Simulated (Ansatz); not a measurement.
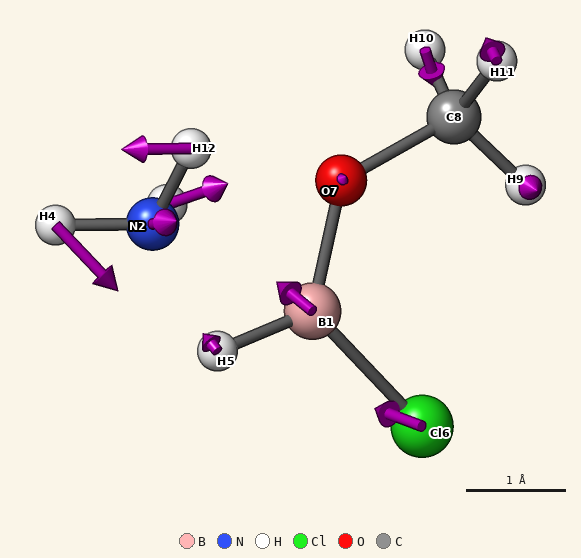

A relaxation of CH$_{7}$BClNO. The starting structure is drawn; purple arrows show the displacements, at their true length. The two geometries are superimposed by the best rigid fit.

A ball-and-stick model, seen at a tilt.

The run prepares an end point of a later path (reaction) calculation, from a guessed geometry.

Theory: RHF/6-31G* in Ansatz 0.2.0. (no spin polarisation; force threshold 0.03 eV/Å; at most 50 steps)

Question: What did the optimiser do to the structure, and how much energy did it gain?

Answer: The largest move after the best rigid fit is that of an H atom, 0.94 Å. Largest moves by element: H 0.94 Å, Cl 0.78 Å, B 0.60 Å, N 0.51 Å, O 0.09 Å, C 0.07 Å. Among the contacts that change: B–N 2.748 → 1.697 Å, B–Cl 1.783 → 1.899 Å, B–O 1.368 → 1.390 Å, H–N 1.026 → 1.006 Å. New bonds form, among them: B–N (2.75 → 1.70 Å). Among the angles between lasting bonds that change: H–B–Cl 118.3° → 110.9°, Cl–B–O 122.6° → 116.6°, H–B–O 118.7° → 114.8°. Groups turn about C–O by about 55°. The energy falls by 10.3 kcal/mol in 18 accepted moves (19 points after the start). Largest force component: 1.2 eV/Å at the start, 0.027 eV/Å at the end. The line search rejected the trial step at point 16 of the run.

Limits of the set-up: the start holds two separate molecules, 2.2 Å apart at their closest, whose relative position is a soft coordinate and is computed without a dispersion correction; Hartree-Fock leaves out electron correlation.
